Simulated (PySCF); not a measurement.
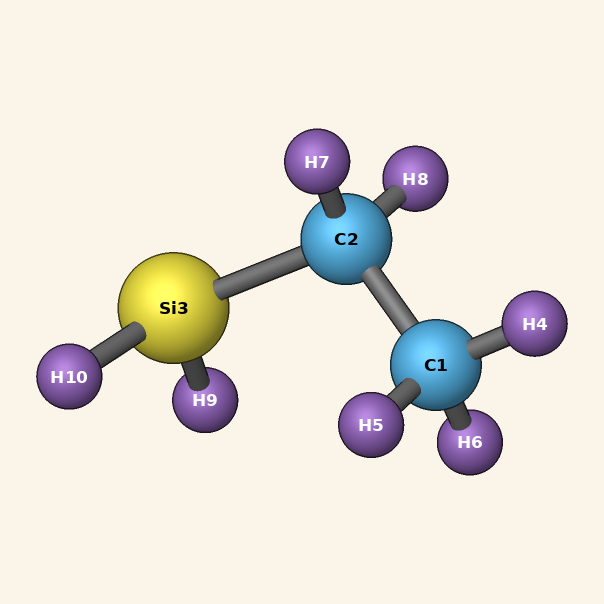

The questions are on Mulliken spin populations. Charge 0, doublet. Computed geometry: GFN2-xTB optimisation. No frequency run is at hand to confirm it as a minimum. Level of theory: UKS B3LYP, pcH-1 on C H Si, non-relativistic (PySCF 2.14.0).

List the Mulliken spin populations.

```csv
atom,value (e)
C1,0.01
C2,−0.01
Si3,1.01
H4,0.01
H5,0.00
H6,0.00
H7,0.00
H8,0.00
H9,−0.01
H10,−0.01
```

Mulliken values depend strongly on the basis set. The geometry is semi-empirical. Around Si such bond lengths and angles can be off by a tenth of an ångström or more and by several degrees, and values that hang on the shape move with them.
